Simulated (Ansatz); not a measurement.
```xyz
11

Al   -0.1671    0.0582    0.0903
F    -0.1384   -0.8846    1.4861
N     1.4951    0.3945   -0.6050
H     2.2667   -0.2228   -0.3692
H     1.6201    0.6695   -1.5751
N    -1.5930    0.0568   -0.9651
H    -2.5509   -0.0550   -0.6574
H    -1.5624    0.0474   -1.9769
O     0.0797    1.7695    1.0893
H     0.9839    1.7579    0.6664
H     0.2079    1.5736    2.0278
```

Theory: Ansatz 0.2.0, RKS r2SCANh-D4/def2-SVP.

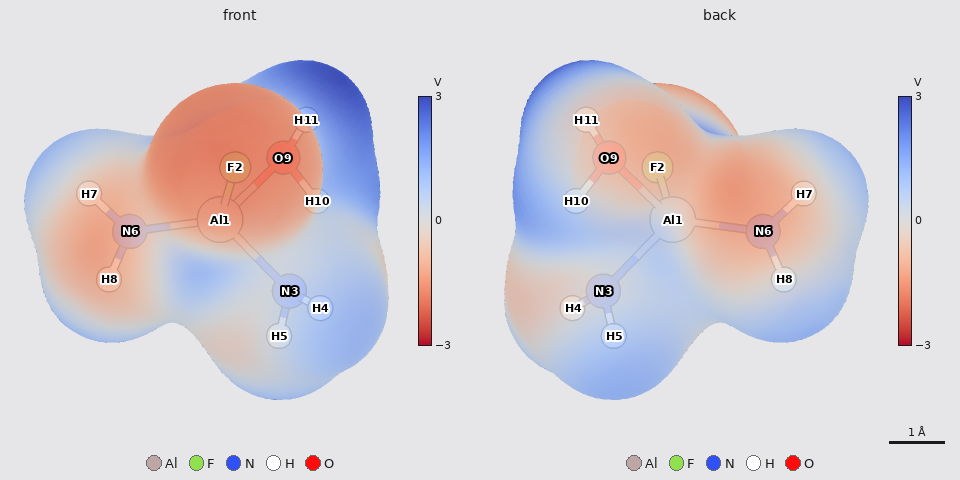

AlFH₆N₂O. The molecular electrostatic potential painted on the density surface at 0.002 e/bohr³, seen from the front and from behind; the colour scale runs from red (negative) to blue (positive).

Q: Where is the surface potential most negative and most positive?

A: The most negative region (about −1.9 V) lies over F2, the most positive (about +2.9 V) over H11.
